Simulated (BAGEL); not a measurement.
# GaNH3Br (SMILES [NH2][GaH][Br]) at PBE0/cc-pVDZ (density fitting with qzvpp-jkfit)

What is the energy change on altering one bond length of GaNH3Br at PBE0/cc-pVDZ (density fitting with qzvpp-jkfit)? 

The calculation is run with BAGEL 1.2.2.

5 further runs of the same task are left out: 2 that didn't finish, 3 set aside as unsound or not needed. Runs told in other sessions of the task aren't counted.

## Step 1: The structure to begin with

GaNH3Br has 6 atoms, charge 0, and is taken as a singlet. SMILES: `[NH2][GaH][Br]`. The shape is that of a PBE0-D4/def2-TZVP optimisation.

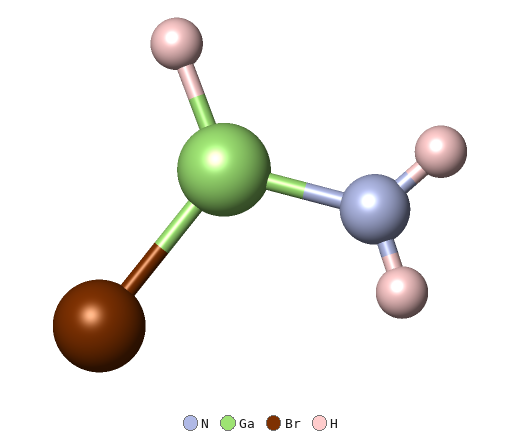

Viewed from a chosen angle; nitrogen light blue, gallium green, bromine brown, hydrogen pink.

## Step 2: The energy at PBE0/cc-pVDZ (density fitting with qzvpp-jkfit)

job.json

```json
{ "bagel" : [

{
  "title" : "molecule",
  "basis" : "cc-pvdz.json",
  "df_basis" : "qzvpp-jkfit",
  "angstrom" : "true",
  "geometry" : [
    { "atom" : "N", "xyz" : [   -0.577800,    0.217600,   -0.823700 ] },
    { "atom" : "Ga", "xyz" : [    0.349600,    0.051800,    0.710300 ] },
    { "atom" : "Br", "xyz" : [    1.605200,   -1.863400,    0.833300 ] },
    { "atom" : "H", "xyz" : [   -1.177000,    0.995300,   -1.039700 ] },
    { "atom" : "H", "xyz" : [   -0.547200,   -0.468200,   -1.558400 ] },
    { "atom" : "H", "xyz" : [    0.347300,    1.066900,    1.878100 ] }
  ]
},
{ "title" : "ks", "xc_func" : "pbe0" },
{ "title" : "print", "file" : "orbitals.molden", "orbitals" : "true" }

]}
```

The basis set cc-pVDZ is read from a file made from the Basis Set Exchange's data (not shown).

Command:

```
$ BAGEL_NUM_THREADS=1 BAGEL job.json > job.out
```

The program printed:

```text
* using 1 threads per process

  ===============================================================
  ===============================================================

  *** Geometry ***

  { "atom" : "N", "xyz" : [     -1.091884,      0.411204,     -1.556567 ] },
  { "atom" : "Ga", "xyz" : [      0.660648,      0.097888,      1.342272 ] },
  { "atom" : "Br", "xyz" : [      3.033388,     -3.521316,      1.574709 ] },
  { "atom" : "H", "xyz" : [     -2.224208,      1.880844,     -1.964748 ] },
  { "atom" : "H", "xyz" : [     -1.034058,     -0.884770,     -2.944949 ] },
  { "atom" : "H", "xyz" : [      0.656302,      2.016149,      3.549095 ] },

  Number of auxiliary basis functions:      663

  Since a DF basis is specified, we compute 2- and 3-index integrals:
    o Being stored without compression. Storage requirement is 0.037 GB

  Number of basis functions:       83
  Number of electrons      :       76

    * METHOD: MOLECULE                             0.40

  *** Kohn-Sham DFT ***

    * Removing 9509 points whose weight is below 1.00e-10
    * Grid points: 79927

  === Nuclear Repulsion ===
   399.7683083076

       - DIIS with orbital gradients will be used.

  === KS iteration (pbe0 / cc-pvdz.json) ===
      0      -4520.49999141          0.06698562           0.46
      1      -4248.18257083          0.31699833           0.41
      2      -4460.61809079          0.05209790           0.42
      3      -4312.50887994          0.22126898           0.41
      4      -4313.94353002          0.22148217           0.41
      5      -4313.73869452          0.22049147           0.41
      6      -4313.20971260          0.22070865           0.41
      7      -4291.27474122          0.25724536           0.41
      8      -4381.73401794          0.14859652           0.41
      9      -4533.64560972          0.08863948           0.41
     10      -4538.33504617          0.13197380           0.40
     11      -4553.71689325          0.03640917           0.41
     12      -4554.77350545          0.01658650           0.41
     13      -4554.88618594          0.00957015           0.43
     14      -4554.95753190          0.00310122           0.43
     15      -4554.96322064          0.00070489           0.42
     16      -4554.96359941          0.00012498           0.43
     17      -4554.96360982          0.00002208           0.42
     18      -4554.96361010          0.00000481           0.42
     19      -4554.96361012          0.00000225           0.42
     20      -4554.96361013          0.00000044           0.43
     21      -4554.96361013          0.00000004           0.43
     22      -4554.96361013          0.00000002           0.42
     23      -4554.96361013          0.00000000           0.42
    * SCF iteration converged.

    * Permanent dipole moment:
           (    0.665643,    -0.690988,     0.439158) a.u.

    * METHOD: KS                                  10.61

    * METHOD: PRINT                                0.02

  ===============================================================
```

It took 11 s on 1 thread of AMD EPYC 9B14 (Zen 4), shared host; peak memory 0.4 GiB.

## Step 3: The distorted shape at the same level

job.json

```json
{ "bagel": [

{
  "title": "molecule",
  "basis": "cc-pvdz.json",
  "df_basis": "qzvpp-jkfit",
  "angstrom": true,
  "geometry": [
    { "atom": "N", "xyz": [   -0.575960,   -0.594499,   -1.757962 ] },
    { "atom": "Ga", "xyz": [    0.351440,   -0.760299,   -0.223962 ] },
    { "atom": "Br", "xyz": [    1.607040,   -2.675499,   -0.100962 ] },
    { "atom": "H", "xyz": [   -1.175160,    0.183201,   -1.973962 ] },
    { "atom": "H", "xyz": [   -0.545360,   -1.280299,   -2.492662 ] },
    { "atom": "H", "xyz": [    0.347300,    1.066900,    1.878100 ] }
  ]
},
{ "title": "ks", "xc_func": "pbe0" },
{ "title": "print", "file": "orbitals.molden", "orbitals": true }

]}
```

The basis set cc-pVDZ is read from a file made from the Basis Set Exchange's data (not shown).

Command:

```
$ BAGEL_NUM_THREADS=1 BAGEL job.json > job.out
```

The program printed:

```text
* using 1 threads per process

  ===============================================================
  ===============================================================

  *** Geometry ***

  { "atom" : "N", "xyz" : [     -1.088407,     -1.123440,     -3.322067 ] },
  { "atom" : "Ga", "xyz" : [      0.664125,     -1.436757,     -0.423227 ] },
  { "atom" : "Br", "xyz" : [      3.036865,     -5.055960,     -0.190791 ] },
  { "atom" : "H", "xyz" : [     -2.220731,      0.346200,     -3.730248 ] },
  { "atom" : "H", "xyz" : [     -1.030581,     -2.419414,     -4.710449 ] },
  { "atom" : "H", "xyz" : [      0.656302,      2.016149,      3.549095 ] },

  Number of auxiliary basis functions:      663

  Since a DF basis is specified, we compute 2- and 3-index integrals:
    o Being stored without compression. Storage requirement is 0.037 GB

  Number of basis functions:       83
  Number of electrons      :       76

    * METHOD: MOLECULE                             0.40

  *** Kohn-Sham DFT ***

    * Removing 8864 points whose weight is below 1.00e-10
    * Grid points: 80572

  === Nuclear Repulsion ===
   393.3221560765

       - DIIS with orbital gradients will be used.

  === KS iteration (pbe0 / cc-pvdz.json) ===
      0      -4520.58456054          0.06181726           0.46
      1      -4244.56672229          0.29403462           0.41
      2      -4461.10535327          0.04760910           0.41
      3      -4309.51933761          0.22999291           0.41
      4      -4309.54790449          0.23058541           0.41
      5      -4309.64911265          0.22648340           0.41
      6      -4309.52661703          0.22626313           0.41
      7      -4266.21096510          0.26517582           0.41
      8      -4382.08089877          0.13093660           0.43
      9      -4531.15004504          0.08039432           0.41
     10      -4546.16877496          0.10692199           0.41
     11      -4553.62954919          0.03773786           0.41
     12      -4554.34636466          0.02909794           0.41
     13      -4554.65434870          0.01395206           0.42
     14      -4554.76519434          0.00820085           0.41
     15      -4554.80034378          0.00553621           0.41
     16      -4554.85115057          0.00070302           0.41
     17      -4554.85171616          0.00023187           0.40
     18      -4554.85176400          0.00007825           0.40
     19      -4554.85176827          0.00003200           0.41
     20      -4554.85176878          0.00000628           0.41
     21      -4554.85176883          0.00000102           0.41
     22      -4554.85176883          0.00000099           0.42
     23      -4554.85176883          0.00000022           0.41
     24      -4554.85176883          0.00000005           0.41
     25      -4554.85176883          0.00000005           0.41
     26      -4554.85176883          0.00000001           0.42
     27      -4554.85176883          0.00000001           0.42
    * SCF iteration converged.

    * Permanent dipole moment:
           (    0.597688,    -0.089069,     1.008006) a.u.

    * METHOD: KS                                  12.10

    * METHOD: PRINT                                0.02

  ===============================================================
```

It took 13 s on 1 thread of AMD EPYC 9B14 (Zen 4), shared host; peak memory 0.4 GiB.

## Step 4: Results

At PBE0/cc-pVDZ (density fitting with qzvpp-jkfit):

| quantity | value |
| --- | --- |
| first shape: total energy | -4554.96361 Eh |
| first shape: dipole moment | 2.68 D |
| first shape: HOMO energy | -7.49 eV |
| first shape: LUMO energy | -0.62 eV |
| first shape: HOMO–LUMO gap | 6.87 eV |
| distorted shape: total energy | -4554.85177 Eh |
| distorted shape: dipole moment | 2.99 D |
| distorted shape: HOMO energy | -7.05 eV |
| distorted shape: LUMO energy | -3.19 eV |
| distorted shape: HOMO–LUMO gap | 3.86 eV |
| energy change with the Ga2–H6 bond stretched from 1.547 to 2.785 Å | 3.043 eV |

**Reading.** With the Ga2–H6 bond stretched from 1.547 to 2.785 Å the energy rises by 3.04 eV (70 kcal/mol). The first shape isn't relaxed at this level, so the change isn't measured from a minimum. A restricted reference can't describe the breaking bond well at this length.
